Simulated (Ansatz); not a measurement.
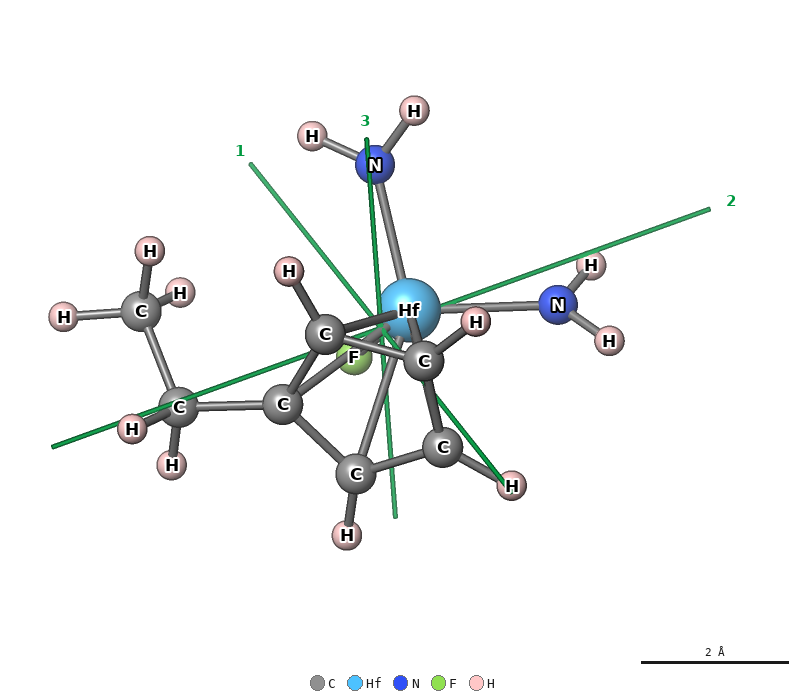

The three principal axes of inertia are drawn and numbered. Depth is shown by fading: the farther an atom, the more it takes the colour of the background. Charge 0, singlet. Computed geometry: PBE0-D4/def2-TZVP optimisation. No frequency run is at hand to confirm it as a minimum. Masses are those of the most abundant isotopes; constants are for the rigid equilibrium geometry.

Question: Which line is the a axis (least moment of inertia), which b and which c?

Answer: a is line 2, b is line 1, c is line 3; the moments are 450, 643, 799 u Å².

Question: What kind of rotor is it, and what are its rotational constants in cm⁻¹?

Answer: An asymmetric top (C1): A = 0.0375, B = 0.0262, C = 0.0211 cm⁻¹. Ray's parameter κ is −0.38, nearer the prolate limit.
